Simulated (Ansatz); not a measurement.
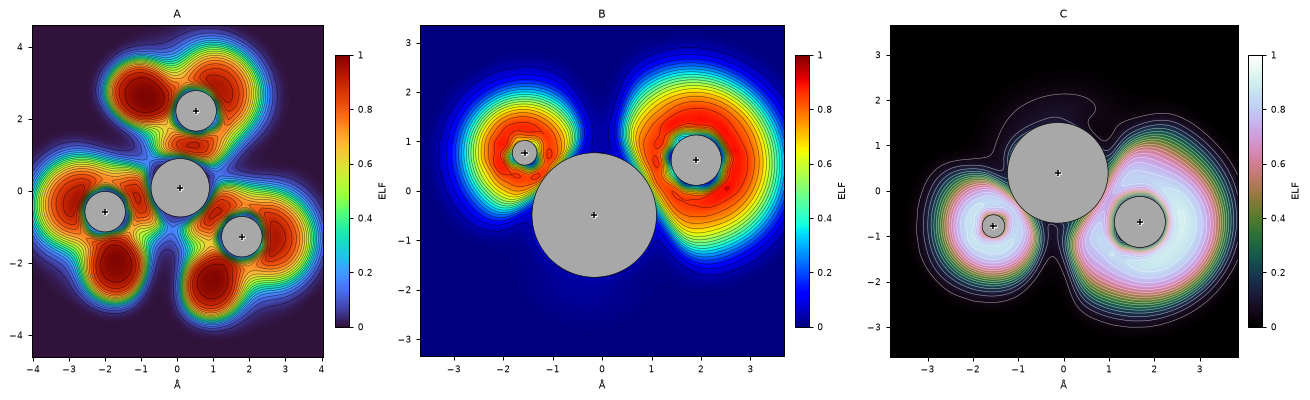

The ELF of 3 systems, each on a plane through atoms (crosses mark nuclei in the plane; grey discs cover the cores).

All numbers below come from isolated molecule in a Gaussian basis; Kohn-Sham density functional theory, functional PBE0 in Ansatz.

System 1: AlH3S3 (SMILES [SH][Al]([SH])[SH]), the plane of atoms S2, Al1 and S4. Geometry: PBE0-D4/def2-SVP.

```yaml
atoms:
  - { symbol: Al, position_ang: [-0.0682, -0.0237, -0.3412] }
  - { symbol: S, position_ang: [-2.2034, 0.2389, 0.0256] }
  - { symbol: S, position_ang: [1.4611, 0.1131, 1.2149] }
  - { symbol: S, position_ang: [0.5311, -0.4444, -2.3922] }
  - { symbol: H, position_ang: [-2.0306, 0.7859, 1.2494] }
  - { symbol: H, position_ang: [0.5799, 0.0476, 2.2376] }
  - { symbol: H, position_ang: [1.7914, -0.7855, -2.0397] }
```

System 2: FHMoO2S (SMILES [O]=[Mo]([OH])([F])=[S]), the plane of atoms F1, Mo2 and S5. Geometry: PBE0-D4/def2-SVP; core potentials replace the inner electrons of Mo.

```yaml
atoms:
  - { symbol: F, position_ang: [-2.4965, 1.4551, 1.7068] }
  - { symbol: Mo, position_ang: [-2.5076, -0.3848, 1.7537] }
  - { symbol: O, position_ang: [-2.9046, -0.9168, 3.2764] }
  - { symbol: O, position_ang: [-0.8485, -1.0694, 1.3150] }
  - { symbol: S, position_ang: [-3.9460, -1.1148, 0.3962] }
  - { symbol: H, position_ang: [-0.5851, -1.4507, 0.4679] }
```

System 3: ClF3Zr (SMILES [F][Zr]([F])([F])[Cl]), the plane of atoms Cl1, Zr5 and F3. Geometry: PBE0-D4/def2-SVP; core potentials replace the inner electrons of Zr.

```tsv
atom	x (Å)	y (Å)	z (Å)
Cl	-0.1437	2.1422	-0.5985
F	-0.5607	-0.6230	1.4662
F	1.8382	-0.7100	-0.4563
F	-1.0152	-1.0886	-1.5396
Zr	0.0376	-0.1709	-0.2676
```

### Match each panel to its system.

Panel A is system 1, AlH3S3: the plane holds Al and S. Al–S (2.18 Å): the ELF peaks at about 0.90 in the valence shell of S, 1.0 Å from its nucleus, and is about 0.90 at the midpoint. Panel B is system 3, ClF3Zr: the plane holds Cl, F and Zr. Zr–F (1.89 Å): the ELF peaks at about 0.85 in the valence shell of F, 0.5 Å from its nucleus, and drops to about 0.25 between the two atoms. Panel C is system 2, FHMoO2S: the plane holds F, Mo and S. Mo–F (1.84 Å): the ELF peaks at about 0.80 in the valence shell of F, 0.5 Å from its nucleus, and drops to about 0.25 between the two atoms.
